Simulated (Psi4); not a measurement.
# C2H4: frequency calculation (part 1 of 3)

The run: frequency calculation of C2H4, SMILES C=C. Method and program: HF/def2-TZVP, RHF (Psi4 1.11).

The geometry was optimised with hf/def2-TZVP.

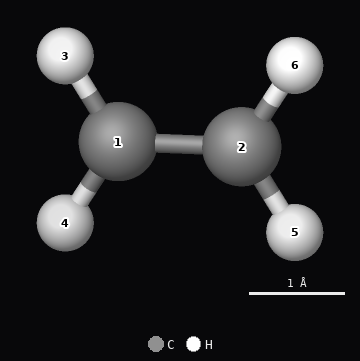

*The structure as given in the input (ball-and-stick view, seen at a tilt; atoms are numbered from 1 in the order of the input).*

Results in brief

- outcome: converged
- total energy: −78.065502 hartree
- basis functions: 86
- HOMO: −10.37 eV
- LUMO: 3.98 eV
- zero-point energy: 0.054080 hartree
- dipole moment: 0.00 D
- wavenumbers, lowest and highest: 891 and 3374 cm⁻¹
- hardware: 1 thread of Intel Xeon (Granite Rapids), 192 GiB of memory available, shared host
- wall time: 9.9 s
- peak memory: 0.28 GiB

The input (job.in)
```
memory 1600 MB

molecule system {
  C     -0.086908    -0.635594    -0.141870
  C      0.086696     0.635541     0.141830
  H      0.031500    -1.401590     0.602891
  H     -0.354459    -0.962028    -1.130453
  H     -0.031458     1.401534    -0.602976
  H      0.354442     0.961957     1.130370
  units angstrom
}

set t 298.15
set rotational_symmetry_number 4

e_tot = frequencies('scf/def2-TZVP')
```

Command:
```bash
psi4 -i job.in -o job.out -n 1
```

What the program printed
```
Psi4 1.11 release

gradient() will perform analytic gradient computation.

   => Loading Basis Set <=

    Name: DEF2-TZVP
    Role: ORBITAL
    Keyword: BASIS

         ---------------------------------------------------------
                                   SCF
                              RHF Reference
                        1 Threads,   1525 MiB Core
         ---------------------------------------------------------

  ==> Geometry <==

    Molecular point group: c1
    Full point group: C1

    Geometry (in Angstrom), charge = 0, multiplicity = 1:

       Center              X                  Y                   Z               Mass
    ------------   -----------------  -----------------  -----------------  -----------------
         C           -0.086818143148    -0.635566744975    -0.141846836087    12.000000000000
         C            0.086785856852     0.635568255025     0.141853163913    12.000000000000
         H            0.031589856852    -1.401562744975     0.602914163913     1.007825032230
         H           -0.354369143148    -0.962000744975    -1.130429836087     1.007825032230
         H           -0.031368143148     1.401561255025    -0.602952836087     1.007825032230
         H            0.354531856852     0.961984255025     1.130393163913     1.007825032230

  Running in c1 symmetry.

  Rotational constants: A =      4.99806  B =      1.02953  C =      0.85368 [cm^-1]
  Rotational constants: A = 149838.02441  B =  30864.55544  C =  25592.79478 [MHz]
  Nuclear repulsion =   33.750851179879341

  Charge       = 0
  Multiplicity = 1
  Electrons    = 16
  Nalpha       = 8
  Nbeta        = 8

  ==> Algorithm <==

  SCF Algorithm Type is DF.
  DIIS enabled.
  MOM disabled.
  Fractional occupation disabled.
  Guess Type is SAD.
  Energy threshold   = 1.00e-08
  Density threshold  = 1.00e-08
  Integral threshold = 1.00e-12

  ==> Primary Basis <==

  Basis Set: DEF2-TZVP
    Blend: DEF2-TZVP
    Number of shells: 38
    Number of basis functions: 86
    Number of Cartesian functions: 96
    Spherical Harmonics?: true
    Max angular momentum: 3

   => Loading Basis Set <=

    Name: (DEF2-TZVP AUX)
    Role: JKFIT
    Keyword: DF_BASIS_SCF

  ==> Integral Setup <==

  DFHelper Memory: AOs need 0.014 GiB; user supplied 1.118 GiB.
  SCF_SUBTYPE=INCORE selected. In-core MEM_DF algorithm will be used.
  Using in-core AOs.

  ==> MemDFJK: Density-Fitted J/K Matrices <==

    J tasked:                   Yes
    K tasked:                   Yes
    wK tasked:                   No
    Memory [MiB]:              1144
    Algorithm:                 Core
    Schwarz Cutoff:           1E-12
    Mask sparsity (%):       0.0270
    Fitting Condition:        1E-10

   => Auxiliary Basis Set <=

  Basis Set: (DEF2-TZVP AUX)
    Blend: DEF2-UNIVERSAL-JKFIT
    Number of shells: 74
    Number of basis functions: 222
    Number of Cartesian functions: 258
    Spherical Harmonics?: true
    Max angular momentum: 4

  Minimum eigenvalue in the overlap matrix is 2.0188583680E-04.
  Reciprocal condition number of the overlap matrix is 2.8634552478E-05.
    Using symmetric orthogonalization.

  ==> Pre-Iterations <==

  SCF Guess: Superposition of Atomic Densities via on-the-fly atomic UHF (no occupation information).

   -------------------------
    Irrep   Nso     Nmo
   -------------------------
     A         86      86
   -------------------------
    Total      86      86
   -------------------------

  ==> Iterations <==

                           Total Energy        Delta E     RMS |[F,P]|

   @DF-RHF iter SAD:   -77.34555535682614   -7.73456e+01   0.00000e+00
   @DF-RHF iter   1:   -77.99244266472078   -6.46887e-01   4.13210e-03 DIIS/ADIIS
   @DF-RHF iter   2:   -78.05459055196202   -6.21479e-02   1.66748e-03 DIIS/ADIIS
   @DF-RHF iter   3:   -78.06496861951189   -1.03781e-02   2.63281e-04 DIIS/ADIIS
   @DF-RHF iter   4:   -78.06549631992434   -5.27700e-04   2.60079e-05 DIIS
   @DF-RHF iter   5:   -78.06550199741879   -5.67749e-06   3.03158e-06 DIIS
   @DF-RHF iter   6:   -78.06550208258113   -8.51623e-08   3.32306e-07 DIIS
   @DF-RHF iter   7:   -78.06550208347024   -8.89102e-10   5.84151e-08 DIIS
   @DF-RHF iter   8:   -78.06550208349863   -2.83933e-11   7.92876e-09 DIIS
  Energy and wave function converged.

  ==> Post-Iterations <==

    Orbital Energies [Eh]
    ---------------------

    Doubly Occupied:

       1A    -11.224547     2A    -11.222653     3A     -1.039896
       4A     -0.793756     5A     -0.647246     6A     -0.592718
       7A     -0.506250     8A     -0.381240

    Virtual:

       9A      0.146124    10A      0.177000    11A      0.196912
      12A      0.200005    13A      0.245364    14A      0.301784
      15A      0.324805    16A      0.334857    17A      0.344673
      18A      0.402908    19A      0.459630    20A      0.473912
      21A      0.586299    22A      0.629635    23A      0.646289
      24A      0.651258    25A      0.725011    26A      0.787271
      27A      0.836921    28A      0.927648    29A      0.983285
      30A      0.995189    31A      1.077533    32A      1.153611
      33A      1.270937    34A      1.303600    35A      1.335514
      36A      1.481822    37A      1.558470    38A      1.731237
      39A      1.784955    40A      1.812562    41A      1.878521
      42A      1.895369    43A      1.991493    44A      2.009810
      45A      2.028846    46A      2.088810    47A      2.090479
      48A      2.117831    49A      2.326719    50A      2.486251
      51A      2.549447    52A      2.621715    53A      2.654126
      54A      2.698901    55A      2.722910    56A      2.848397
      57A      2.906955    58A      2.939555    59A      2.939959
      60A      3.069675    61A      3.184742    62A      3.226894
      63A      3.253200    64A      3.306835    65A      3.385055
      66A      3.410880    67A      3.467305    68A      3.505022
      69A      3.522179    70A      3.627485    71A      3.714640
      72A      3.736168    73A      3.769421    74A      3.830895
      75A      4.018271    76A      4.067465    77A      4.452879
      78A      4.493953    79A      4.606316    80A      4.737997
      81A      4.819992    82A      4.944049    83A      5.062324
      84A      5.417173    85A     23.055328    86A     23.753667

    Final Occupation by Irrep:
              A
    DOCC [     8 ]
    NA   [     8 ]
    NB   [     8 ]

  @DF-RHF Final Energy:   -78.06550208349863

   => Energetics <=

    Nuclear Repulsion Energy =             33.7508511798793407
    One-Electron Energy =                -170.8160940598311868
    Two-Electron Energy =                  58.9997407964532243
    Total Energy =                        -78.0655020834986288

Computation Completed

Properties will be evaluated at   0.000000,   0.000000,   0.000000 [a0]

Properties computed using the SCF density matrix

 Multipole Moments:

 ------------------------------------------------------------------------------------
     Multipole            Electronic (a.u.)      Nuclear  (a.u.)        Total (a.u.)
 ------------------------------------------------------------------------------------

 L = 1.  Multiply by 2.5417464519 to convert [e a0] to [Debye]
 Dipole X            :         -0.0002250            0.0003604            0.0001354
 Dipole Y            :          0.0000072           -0.0000169           -0.0000097
 Dipole Z            :          0.0000378           -0.0000706           -0.0000328
 Magnitude           :                                                    0.0001396

 ------------------------------------------------------------------------------------

	total time  =          1 seconds =       0.02 minutes

         ------------------------------------------------------------
                                   SCF GRAD
         ------------------------------------------------------------

  ==> Geometry <==

    Molecular point group: c1
    Full point group: C1

    Geometry (in Angstrom), charge = 0, multiplicity = 1:

       Center              X                  Y                   Z               Mass
    ------------   -----------------  -----------------  -----------------  -----------------
         C           -0.086818143148    -0.635566744975    -0.141846836087    12.000000000000
         C            0.086785856852     0.635568255025     0.141853163913    12.000000000000
         H            0.031589856852    -1.401562744975     0.602914163913     1.007825032230
         H           -0.354369143148    -0.962000744975    -1.130429836087     1.007825032230
         H           -0.031368143148     1.401561255025    -0.602952836087     1.007825032230
         H            0.354531856852     0.961984255025     1.130393163913     1.007825032230

  Nuclear repulsion =   33.750851179879341

  ==> Basis Set <==

  Basis Set: DEF2-TZVP
    Blend: DEF2-TZVP
    Number of shells: 38
    Number of basis functions: 86
    Number of Cartesian functions: 96
    Spherical Harmonics?: true
    Max angular momentum: 3

  ==> DFJKGrad: Density-Fitted SCF Gradients <==

    Gradient:                    1
    J tasked:                  Yes
    K tasked:                  Yes
    wK tasked:                  No
    Integrals threads:           1
    Memory [MiB]:             1144
    Schwarz Cutoff:          1E-12
    Fitting Condition:       1E-10

   => Auxiliary Basis Set <=

  Basis Set: (DEF2-TZVP AUX)
    Blend: DEF2-UNIVERSAL-JKFIT
    Number of shells: 74
    Number of basis functions: 222
    Number of Cartesian functions: 258
    Spherical Harmonics?: true
    Max angular momentum: 4

  -Total Gradient:
     Atom            X                  Y                   Z
    ------   -----------------  -----------------  -----------------
       1        0.000021345828     0.000145681435     0.000032304303
       2       -0.000054546356    -0.000146730816    -0.000027393714
       3       -0.000008350014    -0.000001984504    -0.000053840651
       4        0.000011168897    -0.000027352704     0.000046093234
       5        0.000027455916     0.000002605924     0.000050434612
       6        0.000002925729     0.000027780666    -0.000047597784

	total time  =          0 seconds =       0.00 minutes

  Based on options and gradient (rms=5.79E-05), recommend projecting translations and projecting rotations.
hessian() will perform analytic frequency computation.

   => Loading Basis Set <=

    Name: DEF2-TZVP
    Role: ORBITAL
    Keyword: BASIS

         ---------------------------------------------------------
                                   SCF
                              RHF Reference
                        1 Threads,   1525 MiB Core
         ---------------------------------------------------------

  ==> Geometry <==

    Molecular point group: c1
    Full point group: C1

    Geometry (in Angstrom), charge = 0, multiplicity = 1:

       Center              X                  Y                   Z               Mass
    ------------   -----------------  -----------------  -----------------  -----------------
         C           -0.086818143148    -0.635566744975    -0.141846836087    12.000000000000
         C            0.086785856852     0.635568255025     0.141853163913    12.000000000000
         H            0.031589856852    -1.401562744975     0.602914163913     1.007825032230
         H           -0.354369143148    -0.962000744975    -1.130429836087     1.007825032230
         H           -0.031368143148     1.401561255025    -0.602952836087     1.007825032230
         H            0.354531856852     0.961984255025     1.130393163913     1.007825032230

  Running in c1 symmetry.

  Rotational constants: A =      4.99806  B =      1.02953  C =      0.85368 [cm^-1]
  Rotational constants: A = 149838.02441  B =  30864.55544  C =  25592.79478 [MHz]
  Nuclear repulsion =   33.750851179879341

  Charge       = 0
  Multiplicity = 1
  Electrons    = 16
  Nalpha       = 8
  Nbeta        = 8

  ==> Algorithm <==

  SCF Algorithm Type is DF.
  DIIS enabled.
  MOM disabled.
  Fractional occupation disabled.
  Guess Type is SAD.
  Energy threshold   = 1.00e-08
  Density threshold  = 1.00e-08
  Integral threshold = 1.00e-12

  ==> Primary Basis <==

  Basis Set: DEF2-TZVP
    Blend: DEF2-TZVP
    Number of shells: 38
    Number of basis functions: 86
    Number of Cartesian functions: 96
    Spherical Harmonics?: true
    Max angular momentum: 3

   => Loading Basis Set <=

    Name: (DEF2-TZVP AUX)
    Role: JKFIT
    Keyword: DF_BASIS_SCF

  ==> Integral Setup <==

  DFHelper Memory: AOs need 0.014 GiB; user supplied 1.118 GiB.
  SCF_SUBTYPE=INCORE selected. In-core MEM_DF algorithm will be used.
  Using in-core AOs.

  ==> MemDFJK: Density-Fitted J/K Matrices <==

    J tasked:                   Yes
    K tasked:                   Yes
    wK tasked:                   No
    Memory [MiB]:              1144
    Algorithm:                 Core
    Schwarz Cutoff:           1E-12
    Mask sparsity (%):       0.0270
    Fitting Condition:        1E-10

   => Auxiliary Basis Set <=
```
